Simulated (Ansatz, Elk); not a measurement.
# BaNiCl6: X-ray structure factors from the self-consistent density

The structure of BaNiCl6 used here is made up (a known structure type with other elements) and was relaxed beforehand with PBEsol. The aim is the Fourier transform of its all-electron density, F(hkl), set beside the sum over free spherical atoms that refinements use.

Main program and level: Elk 11.2.3 (patched build); DFT, PBE, all-electron APW+lo, Dirac cores, scalar-relativistic bands, static density, no spin.

The structure was built from a prototype and need not be the compound's stable phase.

**1. The starting structure**

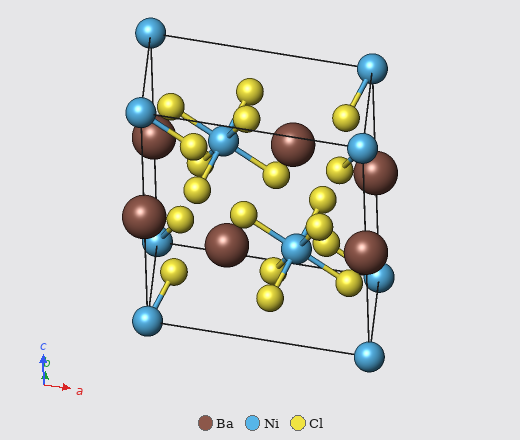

The starting structure, seen from a free direction (barium brown, nickel blue, chlorine yellow). This picture shows the conventional cell, with its axes. Bonds to atoms that aren't drawn are left out. Some periodic images of atoms are drawn too.

**2. Ground state and structure factors**

An all-electron density is needed, since X-rays see the cores too. Task 0 finds the density and task 195 Fourier-transforms it; tshift is off so that phases refer to the origin typed.

Input file elk.in:

```
tasks
  0
  195

xctype
  20

spinpol
  .false.

rgkmax
  7.0

gmaxvr
  14.0

lmaxo
  7

lmaxapw
  8

swidth
  0.002

tshift
  .false.

ramdisk
  .false.

hmaxvr
  5.5

maxscl
  120

epspot
  1e-06

sppath
  './'

avec
  8.66943288196 5.00529940840 4.82926263240
  -8.66943288196 5.00529940840 4.82926263240
  -0.00000000000 -10.01059881597 4.82926263326

atoms
  3
  'Ba.in'
  1
  0.5000000000 0.5000000000 0.5000000000   0.000000 0.000000 0.000000
  'Ni.in'
  1
  0.0000000000 0.0000000000 0.0000000000   0.000000 0.000000 0.000000
  'Cl.in'
  6
  0.7175563370 0.7175563370 0.0590627174   0.000000 0.000000 0.000000
  0.0590627174 0.7175563370 0.7175563370   0.000000 0.000000 0.000000
  0.7175563370 0.0590627174 0.7175563370   0.000000 0.000000 0.000000
  0.9409372826 0.2824436630 0.2824436630   0.000000 0.000000 0.000000
  0.2824436630 0.2824436630 0.9409372826   0.000000 0.000000 0.000000
  0.2824436630 0.9409372826 0.2824436630   0.000000 0.000000 0.000000

ngridk
  4 4 4
```

Launch:

```console
> OMP_NUM_THREADS=4 elk
```

Numbers of over 12 decimals in the logs are rounded to 6 here.

The log of the run:

```text
┌─────────────────────────┐
│ Elk code version 11.2.3 │
└─────────────────────────┘

All units are atomic (Hartree, Bohr, etc.)

┌─────────────────────────────────────────────────┐
│ Ground-state run starting from atomic densities │
└─────────────────────────────────────────────────┘

Lattice vectors :
   8.669432882       5.005299408       4.829262632
  -8.669432882       5.005299408       4.829262632
  -0.000000000      -10.01059882       4.829262633

Reciprocal lattice vectors :
  0.3623757974      0.2092177642      0.4336883830
 -0.3623757974      0.2092177642      0.4336883830
 -0.2617394283E-17 -0.4184355283      0.4336883831

Unit cell volume      :    1257.340269
Brillouin zone volume :   0.1972816902

Muffin-tin inner radius fraction :   0.1000000000E-01

Nuclei treated as point charges

Species : 1 (Ba)
 parameters loaded from : Ba.in
 name : barium
 nuclear charge    :   -56.00000000
 electronic charge :    56.00000000
 atomic mass :    250331.8071
 muffin-tin radius :    2.800000000
 number of radial points in muffin-tin :   1393
 inner part over the whole radius :   0.9950032293E-02
 number on inner part of muffin-tin    :    996
 approximate nuclear radius :   0.9171481901E-04
 number of mesh points to nuclear radius :    504
 atomic positions (lattice), magnetic fields (Cartesian) :
  1 :   0.50000000  0.50000000  0.50000000    0.00000000  0.00000000  0.00000000

Species : 2 (Ni)
 parameters loaded from : Ni.in
 name : nickel
 nuclear charge    :   -28.00000000
 electronic charge :    28.00000000
 atomic mass :    106991.5231
 muffin-tin radius :    2.166116077
 number of radial points in muffin-tin :    993
 inner part over the whole radius :   0.9932451489E-02
 number on inner part of muffin-tin    :    699
 approximate nuclear radius :   0.7325707712E-04
 number of mesh points to nuclear radius :    337
 atomic positions (lattice), magnetic fields (Cartesian) :
  1 :   0.00000000  0.00000000  0.00000000    0.00000000  0.00000000  0.00000000

Species : 3 (Cl)
 parameters loaded from : Cl.in
 name : chlorine
 nuclear charge    :   -17.00000000
 electronic charge :    17.00000000
 atomic mass :    64626.86550
 muffin-tin radius :    1.985606404
 number of radial points in muffin-tin :    793
 inner part over the whole radius :   0.9916011323E-02
 number on inner part of muffin-tin    :    553
 approximate nuclear radius :   0.6305718926E-04
 number of mesh points to nuclear radius :    254
 atomic positions (lattice), magnetic fields (Cartesian) :
  1 :  -0.28244366 -0.28244366  0.05906272    0.00000000  0.00000000  0.00000000
  2 :   0.05906272 -0.28244366 -0.28244366    0.00000000  0.00000000  0.00000000
  3 :  -0.28244366  0.05906272 -0.28244366    0.00000000  0.00000000  0.00000000
  4 :  -0.05906272  0.28244366  0.28244366    0.00000000  0.00000000  0.00000000
  5 :   0.28244366  0.28244366 -0.05906272    0.00000000  0.00000000  0.00000000
  6 :   0.28244366 -0.05906272  0.28244366    0.00000000  0.00000000  0.00000000

Total number of atoms per unit cell :    8
Total muffin-tin volume :    331.2773665
 ratio of muffin-tin to unit cell volume :   0.2634747130

Spin treatment :
 spin-unpolarised

Number of Bravais lattice symmetries :   12
Number of crystal symmetries         :   12
Crystal has inversion symmetry
Real symmetric eigensolver will be used

k-point grid :      4     4     4
k-point offset :    0.000000000       0.000000000       0.000000000
k-point set is reduced with full crystal symmetry group
Total number of k-points :       13

Muffin-tin radius times maximum |G+k| :    7.000000000
 using average radius
Maximum |G+k| for APW functions       :    3.317583796
Maximum (1/2)|G+k|²                   :    5.503181121
Maximum |G| for potential and density :    14.00000000
Constant for pseudocharge density :   10
 order of it for each species :   17  17  17
 order of it for pair densities of each species (exact exchange by exxq0 0: 18) :   17  10   8
Radial integration step length :    1

[...]
exchange                    :     -422.51509826597
 correlation                 :     -8.416789
 electron entropic           :    -0.46416024916152E-04
 total energy                :     -12431.691839080

Density of states at Fermi energy :    1.980649061
 (states/Hartree/unit cell)

Estimated indirect band gap :   0.1532594150E-01
 from k-point 1 to k-point 1
Estimated direct band gap   :   0.1532594150E-01
 at k-point 1

Charges :
 core                        :    108.0000000
 valence                     :    78.00000000
 interstitial                :    15.85705578
 muffin-tins (core leakage)
  species : 1 (Ba)
[...]
species : 2 (Ni)
[...]
species : 3 (Cl)
[...]
total in muffin-tins        :    170.1429442
 total calculated charge     :    185.9995543
 total charge                :    186.0000000
 error                       :   0.4457184200E-03

RMS change in Kohn-Sham potential (target) :   0.3122086871     (  0.1000000000E-05)
Absolute change in total energy (target)   :   0.8757915361E-01 (  0.1000000000E-03)

[... loops 3 to 15 left out ...]

┌──────────────────┐
│ Loop number : 16 │
└──────────────────┘

Energies :
 Fermi                       :     0.102744
 sum of occupied eigenvalues :     -7453.1399677786
 electron kinetic            :      13016.931558596
 core electron kinetic       :      12478.575217797
 Coulomb                     :     -25015.306095076
 Coulomb potential           :     -19909.624394079
 nuclear-nuclear             :     -1245.8507282941
 electron-nuclear            :     -27649.301125371
 Hartree                     :      3879.8457585890
 Madelung                    :     -15060.493898036
 xc potential                :     -560.44713229524
 exchange                    :     -422.72673971489
 correlation                 :     -8.419052
 electron entropic           :    -0.49895000544605E-03
 total energy                :     -12429.520827293

Density of states at Fermi energy :    32.87833813
 (states/Hartree/unit cell)

Estimated indirect band gap :   0.6174326601E-02
 from k-point 2 to k-point 1
Estimated direct band gap   :   0.1670654040E-01
 at k-point 2

Charges :
 core                        :    108.0000000
 valence                     :    78.00000000
 interstitial                :    15.67049487
 muffin-tins (core leakage)
  species : 1 (Ba)
[...]
species : 2 (Ni)
[...]
species : 3 (Cl)
[...]
total in muffin-tins        :    170.3295051
 total calculated charge     :    185.9995431
 total charge                :    186.0000000
 error                       :   0.4569392961E-03

RMS change in Kohn-Sham potential (target) :   0.9341779801E-07 (  0.1000000000E-05)
Absolute change in total energy (target)   :   0.5229661110E-04 (  0.1000000000E-03)

Convergence targets achieved

┌──────────────────┐
│ Loop number : 17 │
└──────────────────┘

Energies :
 Fermi                       :     0.102744
 sum of occupied eigenvalues :     -7453.1399619186
 electron kinetic            :      13016.931570102
 core electron kinetic       :      12478.575224153
 Coulomb                     :     -25015.306103436
 Coulomb potential           :     -19909.624393865
 nuclear-nuclear             :     -1245.8507282941
 electron-nuclear            :     -27649.301141561
 Hartree                     :      3879.8457664188
 Madelung                    :     -15060.493906504
 xc potential                :     -560.44713815501
 exchange                    :     -422.72674007510
 correlation                 :     -8.419052
 electron entropic           :    -0.49894946177689E-03
 total energy                :     -12429.520824519

Density of states at Fermi energy :    32.87829719
 (states/Hartree/unit cell)

Estimated indirect band gap :   0.6174327073E-02
 from k-point 2 to k-point 1
Estimated direct band gap   :   0.1670655055E-01
 at k-point 2

Charges :
 core                        :    108.0000000
 valence                     :    78.00000000
 interstitial                :    15.67049502
 muffin-tins (core leakage)
  species : 1 (Ba)
[...]
species : 2 (Ni)
[...]
species : 3 (Cl)
[...]
atom 4                    :    14.99755343     (  0.7593676768E-04)
   atom 5                    :    14.99755343     (  0.7593676768E-04)
   atom 6                    :    14.99755343     (  0.7593676768E-04)
 total in muffin-tins        :    170.3295050
 total calculated charge     :    185.9995431
 total charge                :    186.0000000
 error                       :   0.4569392237E-03

┌──────────────────────────────┐
│ Self-consistent loop stopped │
└──────────────────────────────┘

Warning : core states of species 2 leak from the muffin-tin :   0.9254899363E-03

Wrote STATE.OUT
```

Elapsed: 74 s, on 4 threads of Arm Neoverse V1, shared host; peak memory 0.37 GiB; 2.9 min of CPU time.

SFACRHO.OUT:

```text

h k l indices transformed by vhmat matrix:
   1.000000000       0.000000000       0.000000000    
   0.000000000       1.000000000       0.000000000    
   0.000000000       0.000000000       1.000000000    

      h      k      l  multipl.   |H|            Re(F)            Im(F)           |F|

      0      0      0      1   0.0000000       186.00000      0.73213919E-15   186.00000    
     -1      0      0      6  0.60263912      -9.2920432     -0.28354790E-13   9.2920432    
      0      1     -1      6  0.72475159       73.573603     -0.87245507E-14   73.573603    
     -1     -1      1      6  0.94257030       7.8296153     -0.28900074E-13   7.8296153    
      0      1      1      6  0.96303206       55.979937     -0.13086826E-13   55.979937    
      2      0     -1     12   1.1889927      -67.049584      0.23992514E-13   67.049584    
      0     -2      0      6   1.2052782       40.690497      0.51256736E-13   40.690497    
     -1     -1      2      6   1.2553066       30.841139      0.19630239E-13   30.841139    
      1      1      1      2   1.3010651      -95.778604      0.18539670E-13   95.778604    
     -1      2      1     12   1.4063998       106.35332     -0.10905688E-13   106.35332    
      2      0     -2      6   1.4495032       68.848706     -0.16192769E-13   68.848706    
      1      0      2     12   1.4893070      -19.753855      0.14177395E-13   19.753855    
      2     -1     -2     12   1.5697877       2.8612785     -0.59981286E-14   2.8612785    
     -3      1      1      6   1.7290166      -51.788002     -0.23992514E-13   51.788002    
      0     -3      1     12   1.7402558       39.021844      0.46076534E-13   39.021844    
     -2     -1     -1      6   1.7845050       50.514534      0.90517214E-13   50.514534    
      2     -1      2      6   1.8079174       7.6636150      0.11996257E-13   7.6636150    
      0      0     -3      6   1.8079174       11.645635     -0.82883232E-13   11.645635
```

Elk indexes on the primitive cell of elk.in and gives |H| = 4π sin θ/λ in inverse bohr. Below, one row stands for each form hkl of the conventional cell (m members, Friedel mates merged), F is for one primitive cell and the density is static (no thermal factor). Free-atom factors are Waasmaier and Kirfel's, and R is Σm||F|−|F'||/Σm|F|.

```tsv
hkl	m	sin θ/λ (Å⁻¹)	abs F, DFT	neutral atoms	diff.
101	6	0.091	9.292	9.244	+0.048
110	6	0.109	73.574	73.387	+0.187
021	6	0.142	7.830	7.857	-0.027
012	6	0.145	55.980	56.227	-0.247
211	12	0.179	67.050	66.704	+0.346
202	6	0.181	40.691	40.995	-0.305
300	6	0.189	30.841	30.959	-0.118
003	2	0.196	95.779	95.252	+0.526
122	12	0.211	106.353	106.039	+0.314
220	6	0.218	68.849	69.143	-0.294
113	12	0.224	19.754	19.771	-0.017
131	12	0.236	2.861	2.688	+0.173
401	6	0.260	51.788	51.436	+0.352
312	12	0.262	39.022	38.903	+0.119
104	6	0.268	50.514	50.563	-0.048
033	6	0.272	7.664	7.879	-0.216
303	6	0.272	11.646	11.723	-0.077
321	12	0.282	6.022	5.899	+0.123
042	6	0.283	87.805	88.178	-0.373
410	12	0.288	58.973	59.017	-0.044
024	6	0.290	34.779	34.679	+0.101
223	12	0.293	23.750	23.587	+0.163
```

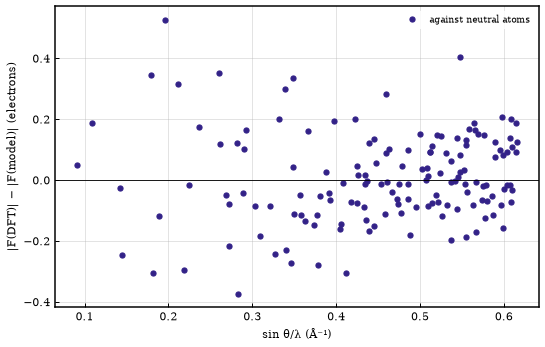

Difference between the calculated structure factors and the independent-atom ones.

**3. The highest occupied states alone**

An energy window below the Fermi level keeps the highest occupied states, to see at which angles they scatter; shallow core shells can lie inside it and anion s states outside. No new self-consistency is needed.

elk.in: that of step 2 with these lines changed.

```diff
@@ -1,3 +1,2 @@
 tasks
-  0
   195
@@ -40,2 +39,5 @@
 
+wsfac
+  -0.448500 0.402740
+
 sppath
```

Launch:

```console
> OMP_NUM_THREADS=4 elk
```

The log of the run:

```text
┌─────────────────────────────────┐
│ Elk code version 11.2.3 started │
└─────────────────────────────────┘

Info(readinput): the functional depends on the density's gradient
 muffin-tin radial points multiplied by    2.00000
 (not where nrmtscf is given)

┌────────────────────┐
│ Current task : 195 │
└────────────────────┘
Info(checkmt): changed muffin-tin radius of species 2 (Ni) from   2.4000 to   2.1661
Info(checkmt): changed muffin-tin radius of species 3 (Cl) from   2.2000 to   1.9856

Info(sfacrho): density structure factors written to SFACRHO.OUT

 Energy window :  -0.4485000000      0.4027400000

┌──────────────────┐
│ Elk code stopped │
└──────────────────┘
```

The job ended after 30 s (4 threads; peak memory 0.26 GiB).

States within 15 eV below the Fermi level hold 59.78 electrons; any levels below the window count with the cores, and a count that is not whole means the window cuts a band. Their amplitudes can exceed the total, where window and core parts have opposite phase:

```tsv
hkl	sin θ/λ (Å⁻¹)	abs F, window	abs F, all
101	0.091	9.439	9.292
110	0.109	11.447	73.574
021	0.142	13.486	7.830
012	0.145	5.083	55.980
211	0.179	6.606	67.050
202	0.181	1.348	40.691
300	0.189	0.561	30.841
003	0.196	11.760	95.779
122	0.211	14.739	106.353
220	0.218	7.024	68.849
```

[end of part 1 of 2]

[Logs are printed without paths, hosts, clocks, repeated set-up lines and the standing remarks that a program may print on its own settings, such as how far it seeks lower states.]

[Hosts, paths, dates, database ids (printed as entryN), source tags and the programs' standing remarks are cut or masked in the printed files.]
